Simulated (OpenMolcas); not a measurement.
**Excited-state calculation, with input and output: CrSF5 (charge −2) (part 4 of 4)**

CrSF5, charge −2, multiplicity 2; MC-PDFT (tLSDA)/ANO-RCC-VDZP, DKH2 (OpenMolcas 26.06). The geometry comes from this level: GFN2-xTB.

Geometry of the input (Å):
```
Cr -0.0010  -0.0009  0.0922
S  -0.0180  -0.0112  2.1780
F  0.0175  0.0105  -1.9126
F  1.9025  0.0060  -0.0737
F  -1.9001  -0.0046  -0.1059
F  -0.0064  1.9029  -0.0801
F  0.0055  -1.9026  -0.0979
```

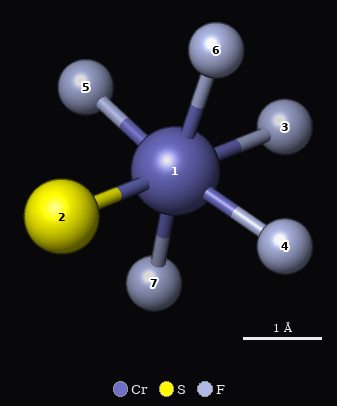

Fig. 1: The structure (ball-and-stick view, seen at a tilt; atoms are numbered from 1 in the order of the input). Sticks mark near contacts.

**Log, continued**
```
      Integrated total density:                                                 87.000
      Integrated alpha density before functional transformation:                44.000
      Integrated  beta density before functional transformation:                43.000
      Integrated alpha density  after functional transformation:                44.764
      Integrated  beta density  after functional transformation:                42.236
      Integrated alpha tau     before functional transformation:                 0.000
      Integrated  beta tau     before functional transformation:                 0.000
      Integrated alpha tau      after functional transformation:                 0.000
      Integrated  beta tau      after functional transformation:                 0.000
      NOTE:
      Densities after transformation are intermediate quantities
      and should not be interpreted as real spin densities

      Exchange energy scaling factor                                          1.000000
      Correlation energy scaling factor                                       1.000000

      Integrated alpha exchange energy                                      -58.074259
      Integrated beta  exchange energy                                      -56.233680
      Integrated  correlation   energy                                       -8.371580

      Nuclear Repulsion energy                                            666.67143049
      CASSCF contribution energy                                        -1822.21919873
      On-top energy                                                      -122.67951891

      Total MCPDFT energy for state   4                                 -1944.89871764
--

++    MC-PDFT RESULTS, STATE 0005
      ---------------------------

      MCSCF reference energy                                            -1946.06724636

      Integrated total density:                                                 87.000
      Integrated alpha density before functional transformation:                44.000
      Integrated  beta density before functional transformation:                43.000
      Integrated alpha density  after functional transformation:                44.787
      Integrated  beta density  after functional transformation:                42.213
      Integrated alpha tau     before functional transformation:                 0.000
      Integrated  beta tau     before functional transformation:                 0.000
      Integrated alpha tau      after functional transformation:                 0.000
      Integrated  beta tau      after functional transformation:                 0.000
      NOTE:
      Densities after transformation are intermediate quantities
      and should not be interpreted as real spin densities

      Exchange energy scaling factor                                          1.000000
      Correlation energy scaling factor                                       1.000000

      Integrated alpha exchange energy                                      -58.100736
      Integrated beta  exchange energy                                      -56.235360
      Integrated  correlation   energy                                       -8.371764

      Nuclear Repulsion energy                                            666.67143049
      CASSCF contribution energy                                        -1822.17957332
      On-top energy                                                      -122.70785988

      Total MCPDFT energy for state   5                                 -1944.88743320
--

::    MCPDFT root number  1 Total energy:  -1944.94624775
::    MCPDFT root number  2 Total energy:  -1944.94475040
::    MCPDFT root number  3 Total energy:  -1944.90708043
::    MCPDFT root number  4 Total energy:  -1944.89871764
::    MCPDFT root number  5 Total energy:  -1944.88743320

--- Stop Module: mcpdft /rc=_RC_ALL_IS_WELL_ ---
--- Module mcpdft spent 6 seconds ---

.##################.
.# Happy landing! #.
.##################.

    Timing: Wall=27.06 User=25.51 System=1.53
```

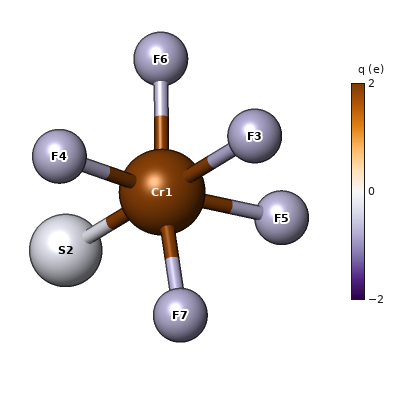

Fig. 2: Mulliken charges, as the colour of each atom (ball-and-stick view, seen at a tilt; atoms are numbered from 1 in the order of the input). By element: Cr +1.93, S −0.23 and F −0.79 to −0.71 e.

**Results in brief**

- outcome: converged
- total energy: −1944.946248 hartree
- basis functions: 122
- hardware: 1 thread of Arm Neoverse V2, 24 GiB of memory available, shared host
- wall time: 27 s
- peak memory: 0.18 GiB
